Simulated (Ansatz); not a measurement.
Consider F3H5HfNP.

The calculation's input:

```
crystal:
  periodic: [false, false, false]
  atoms:
    - { symbol: Hf, position_ang: [-0.851939, -0.190816, -0.539178] }
    - { symbol: F, position_ang: [-0.420395, 1.335922, 2.210648] }
    - { symbol: F, position_ang: [0.792752, -0.957464, 0.077344] }
    - { symbol: "N", position_ang: [-0.760218, 1.805395, -0.765022] }
    - { symbol: H, position_ang: [-1.120653, 2.361475, -1.539841] }
    - { symbol: H, position_ang: [-0.314916, 2.423166, -0.085923] }
    - { symbol: F, position_ang: [-1.538612, -0.914179, -2.165072] }
    - { symbol: P, position_ang: [-2.655133, -0.59487, 1.267155] }
    - { symbol: H, position_ang: [-3.197081, -1.808454, 0.702287] }
    - { symbol: H, position_ang: [-1.673924, -1.240537, 2.101558] }
    - { symbol: H, position_ang: [-1.242181, 1.161363, 2.607345] }
basis:
  gaussian: { orbitals: def2-SVP }
hamiltonian:
  xc: pbe0
  dispersion: d4
relax:
  f_tol: 0.03
  max_steps: 50
output:
  orbitals: {}
```

Command:

```sh
ansatz run input.yaml --threads 4 --pin off --max-ram 5120MiB --backend cpu --events-out ev --progress --plain --runs-dir out
```

The fields are those of the run's last geometry, not of the input's.

Core potentials replace the inner electrons of Hf.

Theory: RKS PBE0-D4/def2-SVP in Ansatz 0.2.0.

What will maps of the electron density and electron localisation function show?

Hf–F (1.90 Å): ρ is about 0.89 e/Å³ halfway; the ELF peaks at about 0.85 in the valence shell of F, 0.5 Å from its nucleus, and drops to about 0.20 between the two atoms.
Hf–P (2.67 Å): ρ is about 0.44 e/Å³ halfway; the ELF peaks at about 0.95 in the valence shell of P, 1.0 Å from its nucleus, and is about 0.70 at the midpoint.
F–H (0.96 Å): the density is about 4.3 e/Å³ at the midpoint; the ELF climbs to about 0.95 towards the hydrogen, as it does in any bond to H; an ordinary covalent bond to hydrogen.

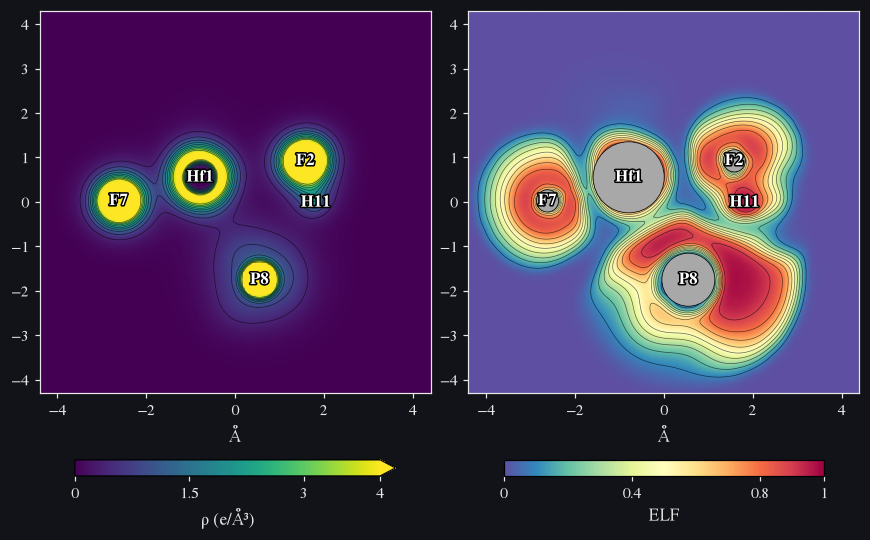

Computed electron density and electron localisation function on the plane of atoms Hf1, F2 and H11, in this order. Grey discs cover the atomic cores in the ELF map. 
